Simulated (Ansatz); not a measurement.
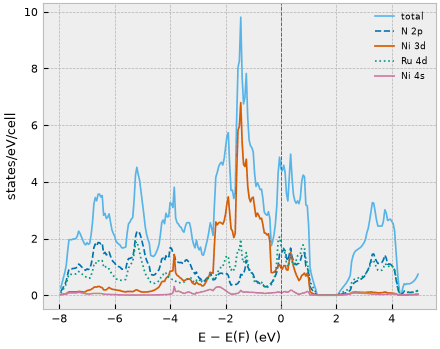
Total and projected density of states of NiRuN$_{2}$ in space group R-3m (No. 166; Ru on 3b, Ni on 3a, N on 6c), plane-wave PAW PBE (Ansatz code)

**Question.** Which orbitals carry the states next to the Fermi level?

**Answer.** Within 0.5 eV of the Fermi level: Ni 3d 33 %, Ru 4d 31 %, N 2p 30 %. Projections are on Löwdin-orthogonalised atomic valence shells; empty p or d shells of many metals are not among them.

**Question.** Where is the tallest occupied peak in this window, and what makes it?

**Answer.** Near -1.4 eV, about 9.8 states/eV per cell; the largest projected share is Ni 3d.

The start of the workflow was typed in or built on a structure type; neither database checked (COD, Materials Project) lists it. Its standing as an ambient phase is unchecked. Symmetry was held in the PBE relaxation; whether a distortion lowers the energy is not shown. The workflow began spin-polarised and lost its moments. Its formation energy is positive at this level, so the cell may be metastable or incomplete. Spin–orbit coupling is left out wherever it is not named.

Potentials: the later of the program's two PAW sets.
